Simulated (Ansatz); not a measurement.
Y (hcp, Mg type), conventional cell a = b = 3.6826 Å, c = 5.6985 Å, α = β = 90.00°, γ = 120.00°. The calculation uses the primitive cell of 2 atoms, to which meshes and values per cell refer.

This relaxed cell (volume V₀) is scaled evenly in all directions, its shape held. Symmetry pins the atoms to their sites.

Level of theory: r2SCAN (plane waves to 500 eV, PAW, scalar-relativistic; Ansatz, a program for electronic structure). k mesh 15×15×8 (Γ-centred), Fermi-Dirac smearing 0.05 eV. The energy includes the smearing's −TS. With the shape held, the modulus is that of even scaling; a crystal free to change shape is softer. Y is run without spin polarisation. Y was relaxed with its symmetry unable to fall. The zero of ΔE is the relaxed starting cell.

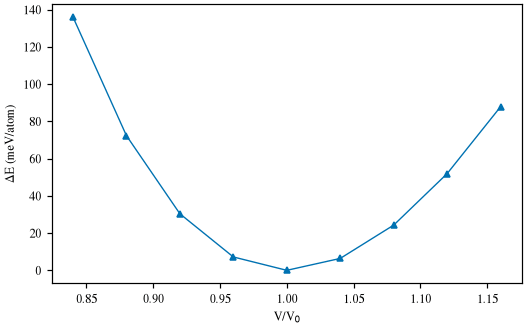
ΔE (meV/atom) against V/V₀; markers are the computed points, lines only join them.

Problem. What is ΔE at V/V₀ = 0.840?

Solution. About 140 meV/atom.

Problem. What is ΔE at V/V₀ = 1.160?

Solution. About 88 meV/atom.

Problem. What bulk modulus at fixed cell shape B₀ follows from a third-order Birch-Murnaghan fit?

Solution. About 40 GPa.

(Under strain, the slope of the energy per volume gives the stress and its curvature an elastic modulus.)
